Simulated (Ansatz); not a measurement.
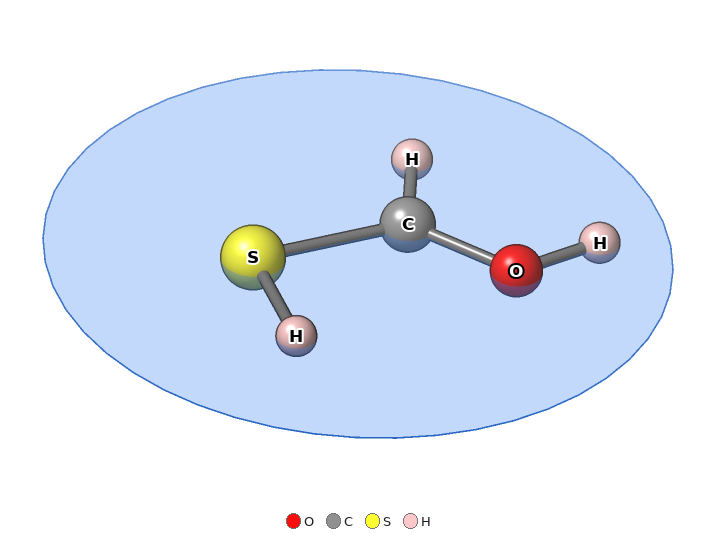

All proper rotation axes (lines) and mirror planes (discs) of the structure are drawn in. Distant atoms are faded towards the background colour. Charge +1, singlet. Computed geometry: PBE-D4/def2-SVP optimisation. No frequency run is at hand to confirm it as a minimum.

Name the symmetry elements and the point group.

It has 1 mirror plane. Point group Cs. The group has 2 operations. The geometry is achiral, and symmetry allows a dipole moment.
